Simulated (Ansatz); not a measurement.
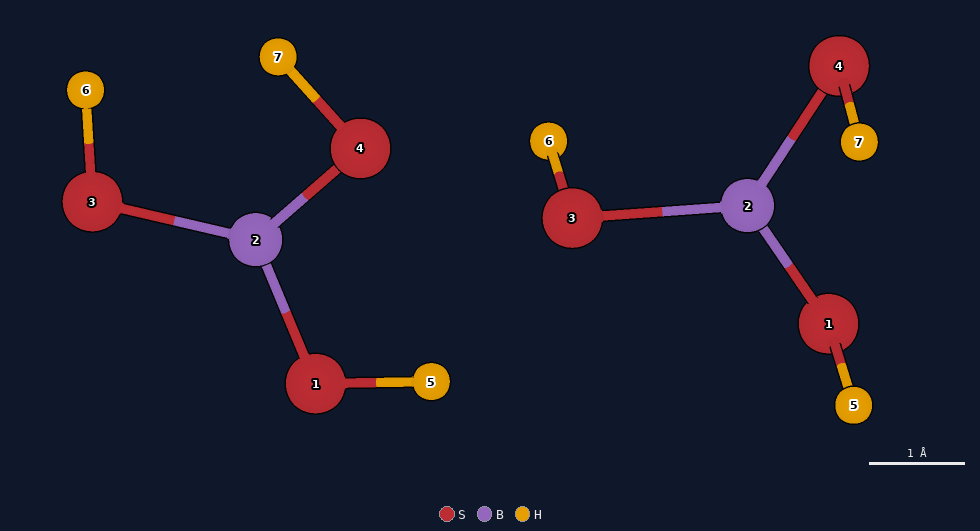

Two geometries of BH3S3, drawn at one scale. One is the start of a relaxation, the other its converged end. A ball-and-stick model, seen at a tilt.

These are results of Ansatz 0.2.0, RKS r2SCANh/def2-SVP, not measurements. Settings: no spin polarisation; force threshold 0.02 eV/Å; at most 50 steps.

### Which of the two is the end point?

The left one is the relaxed one. The run prepares an end point of a later path (hydrogen shift) calculation, from a guessed geometry. H7 moves most after the best rigid fit: 1.43 Å. Largest moves by element: H 1.43 Å, S 0.91 Å, B 0.36 Å. Some distances before and after: B2–S4 1.920 → 1.810 Å, S4–H7 1.445 → 1.348 Å, S3–H6 1.444 → 1.347 Å, S1–H5 1.433 → 1.349 Å. Bond angles that change, for instance: B2–S4–H7 88.8° → 98.6°, S3–B2–S4 119.9° → 126.4°, B2–S3–H6 91.4° → 97.7°. Groups turn about S1–B2 by about 85°, B2–S4 by about 85°, B2–S3 by about 85°. After 15 geometry steps the energy has fallen by 49.3 kcal/mol. The largest force component goes from 1.9 to 0.0099 eV/Å. The run took 50 s on 2 threads of Arm Neoverse V1, on a shared host, peak memory 0.18 GiB.
